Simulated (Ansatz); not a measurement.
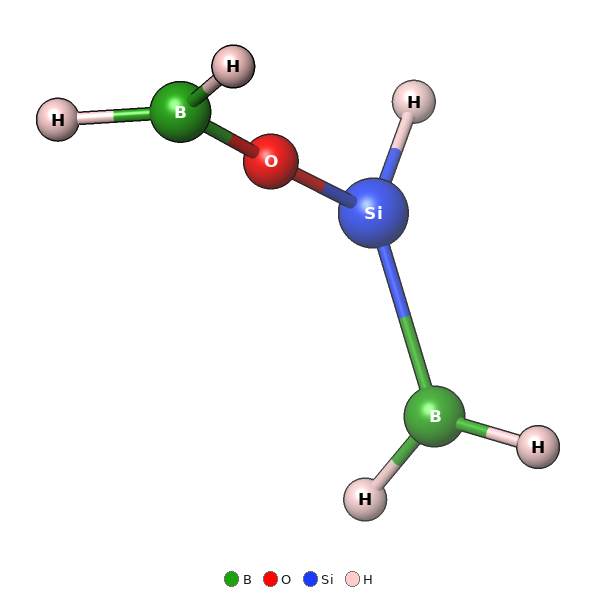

Atoms fade into the background with distance from the viewer. The species has charge +1 and is a spin singlet. The geometry was computed by an optimisation with PBE0-D4/def2-TZVP. No frequency run is at hand to confirm it as a minimum.

**List the symmetry elements and name the point group.**

It has 1 mirror plane, so the point group is Cs. The group has 2 operations. The geometry is achiral, and symmetry allows a dipole moment.
